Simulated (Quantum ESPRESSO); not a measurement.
# MnIr: spin spirals in supercells, part 2 of 2

This program has no spiral boundary conditions, so spirals of MnIr are built in supercells. What do they cost, in energy and in time?

Quantum ESPRESSO 7.5; LDA; plane waves with GBRV 1.5 LDA potentials, no spin-orbit coupling, flat spiral in a supercell.

So far, absolute magnetization (μB): step 2 (parallel moments, one cell) 1.59.

## (5) One turn in 4 cells along the input cell's a

Neighbouring cells are turned by 90° in the xy plane; the cell holds 8 atoms.

Input file pw.in:

```
&CONTROL
  calculation = 'scf'
  prefix = 'pwscf'
  outdir = './tmp'
  pseudo_dir = './pseudo'
  disk_io = 'nowf'
/
&SYSTEM
  ibrav = 0
  nat = 8
  ntyp = 7
  ecutwfc = 34
  ecutrho = 238
  nbnd = 148
  occupations = 'smearing'
  smearing = 'fd'
  degauss = 0.00999582
  noncolin = .true.
  starting_magnetization(1) = 0.2333
  angle1(1) = 90
  angle2(1) = 45
  starting_magnetization(2) = 0.2333
  angle1(2) = 90
  angle2(2) = 135
  starting_magnetization(3) = 0.2333
  angle1(3) = 90
  angle2(3) = -135
  starting_magnetization(4) = 0.2333
  angle1(4) = 90
  angle2(4) = -45
  starting_magnetization(5) = 0
  starting_magnetization(6) = 0
  starting_magnetization(7) = 0
/
&ELECTRONS
  conv_thr = 8d-08
  electron_maxstep = 150
  mixing_beta = 0.3
/
ATOMIC_SPECIES
Mn1    54.9380 mn_lda_v1.5.uspp.F.UPF
Mn2    54.9380 mn_lda_v1.5.uspp.F.UPF
Mn3    54.9380 mn_lda_v1.5.uspp.F.UPF
Mn4    54.9380 mn_lda_v1.5.uspp.F.UPF
Ir1   192.2170 ir_lda_v1.2.uspp.F.UPF
Ir2   192.2170 ir_lda_v1.2.uspp.F.UPF
Ir3   192.2170 ir_lda_v1.2.uspp.F.UPF
CELL_PARAMETERS angstrom
  10.9035865660    0.0000000000    0.0000000000
   0.0000000000    2.7258966415    0.0000000000
   0.0000000000    0.0000000000    3.6430000000
ATOMIC_POSITIONS crystal
Mn1     0.1250000000    0.5000000000    0.5000000000
Mn2     0.3750000000    0.5000000000    0.5000000000
Mn3     0.6250000000    0.5000000000    0.5000000000
Mn4     0.8750000000    0.5000000000    0.5000000000
Ir1     0.0000000000    0.0000000000    0.0000000000
Ir1     0.2500000000    0.0000000000    0.0000000000
Ir2     0.5000000000    0.0000000000    0.0000000000
Ir3     0.7500000000    0.0000000000    0.0000000000
K_POINTS automatic
3 6 6 0 0 0
```

Run with:

```
> OMP_NUM_THREADS=1 mpirun -n 4 pw.x -nk 4 -in pw.in > pw.out
```

Log:

```text
     [... lines left out ...]
Program PWSCF v.7.5 starts
     [... lines left out ...]
     number of atoms/cell      =            8
     [... lines left out ...]
     number of electrons       =       120.00
     number of Kohn-Sham states=          148
     kinetic-energy cutoff     =      34.0000  Ry
     charge density cutoff     =     238.0000  Ry
     scf convergence threshold =      8.0E-08
     [... lines left out ...]
     Noncollinear calculation without spin-orbit
     [... lines left out ...]
      2 Sym. Ops. (no inversion) found
     [... lines left out ...]
     number of k points=    60  Fermi-Dirac smearing, width (Ry)=  0.0100
     [... lines left out ...]
     iteration # 34     ecut=    34.00 Ry     beta= 0.30
     [... lines left out ...]
     atom number    1 relative position :    0.1250   0.1250   0.1671
     [... lines left out ...]
     magnetization :          1.495184    1.494159   -0.000000
     [... lines left out ...]
     atom number    2 relative position :    0.3750   0.1250   0.1671
[...]
magnetization :         -1.494926    1.494606   -0.000000
[...]
atom number    3 relative position :    0.6250   0.1250   0.1671
[...]
magnetization :         -1.494885   -1.494607    0.000000
[...]
atom number    4 relative position :    0.8750   0.1250   0.1671
[...]
magnetization :          1.495164   -1.494177    0.000000
     [... lines left out ...]
     atom number    5 relative position :    0.0000   0.0000   0.0000
     [... lines left out ...]
     magnetization :         -0.026211    0.000008    0.000000
     [... lines left out ...]
     atom number    6 relative position :    0.2500   0.0000   0.0000
     [... lines left out ...]
     magnetization :         -0.000009   -0.026204    0.000000
     [... lines left out ...]
     atom number    7 relative position :    0.5000   0.0000   0.0000
     [... lines left out ...]
     magnetization :          0.026212    0.000002    0.000000
     [... lines left out ...]
     atom number    8 relative position :    0.7500   0.0000   0.0000
     [... lines left out ...]
     magnetization :         -0.000016    0.026204   -0.000000
     [... lines left out ...]
     the Fermi energy is    20.2673 ev
!    total energy              =   -1572.32435309 Ry
     estimated scf accuracy    <       0.00000007 Ry
     smearing contrib. (-TS)   =      -0.04989735 Ry
     [... lines left out ...]
     total magnetization       =     0.00    -0.00     0.00 Bohr mag/cell
     absolute magnetization    =     9.30 Bohr mag/cell
     convergence has been achieved in  34 iterations
```

Wall time 12 min (4 MPI ranks of Arm Neoverse V2, shared host); peak memory 1.4 GiB; 49 min of CPU time.

Numbers from this step:

| Item | Value |
| --- | --- |
| smearing term TS | 0.6789 eV |
| magnetization | 0.001, 0, 0 μB |
| absolute magnetization | 9.3 μB |
| final state | non-collinear |
| largest moment | 2.114 μB |

## (6) The spirals together

Spirals:

```csv
q along the reciprocal vector,energy less that at q = 0 (meV a seeded atom),largest site moment (μB),typed angles kept,CPU time (s)
0,0,1.427,yes,163.8
0.25,-33.44,2.114,yes,2957
0.3333,-51.12,2.261,yes,1190
0.5,-70.75,2.251,yes,444.9
```

Energy less that at q = 0, self-consistent against path:

```csv
path (Å⁻¹),"energy less that at q = 0, self-consistent (meV a seeded atom)"
0.000,0
0.576,-33.4
0.768,-51.1
1.153,-70.8
```

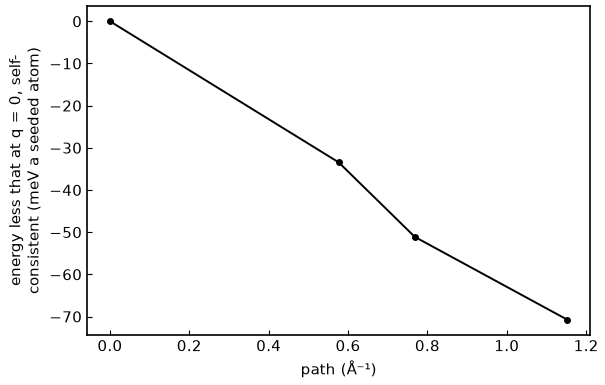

Energy less that at q = 0, self-consistent against path.

## (7) What came out

```yaml
lowest_point: q = 0.5 along a*, -70.8 meV a seeded atom
highest_point: q = 0, 0 meV a seeded atom
```

The state at q = 0.5 lies 71 meV a seeded atom under the parallel one, with neighbouring cells opposed. The moment changes by 37 % between the spirals, so it is far from rigid. The cell of 4 repeats took 18 times the CPU time of the single cell, though its mesh is shorter in proportion. Here a and a* are vectors of the cell in the input, which need not be the conventional cell, and only this direction was probed. The mesh is coarse, so differences of some ten meV can be noise in a metal. Energies are free energies at an electronic temperature of 1580 K, which lowers moments and differences where the moments are itinerant. The cutoff lies under the 40 Ry that these files are usually run at.

[Logs and program files are shortened in this print: banners, set-up blocks, solver, clock and traceback lines can be left out without a mark of their own.]

[Logs are printed without paths, hosts, clocks, repeated set-up lines and the standing remarks that a program may print on its own settings, such as how far it seeks lower states.]

[Hosts, paths, dates, database ids (printed as entryN), source tags and the programs' standing remarks are cut or masked in the printed files.]

[Where a cell is said to come from a database of computed structures, the database is the Materials Project.]
